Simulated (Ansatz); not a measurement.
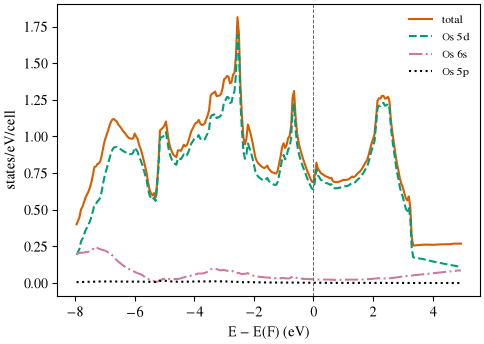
Figure. Total and projected density of states of Os (fcc (Cu type), Fm-3m), the program Ansatz at the r²SCAN level (PAW)

Question: Which orbitals carry the states next to the Fermi level?

Answer: Within 0.5 eV of the Fermi level: Os 5d 94 %. Projections are on Löwdin-orthogonalised atomic valence shells; empty p or d shells of many metals are not among them.

Question: Where is the tallest occupied peak in this window, and what makes it?

Answer: Near -2.6 eV, about 1.8 states/eV per cell; the largest projected share is Os 5d.

The workflow started from an entry of the Crystallography Open Database (COD), which files this formula under 2 space groups. It is not the phase usual at ambient conditions (space group No. 194). Symmetry was held in the r²SCAN relaxation; its stability against distortions is not shown here. No spin polarisation was allowed. Spin–orbit coupling is left out wherever it is not named.

Potentials: the earlier of the program's two PAW sets.
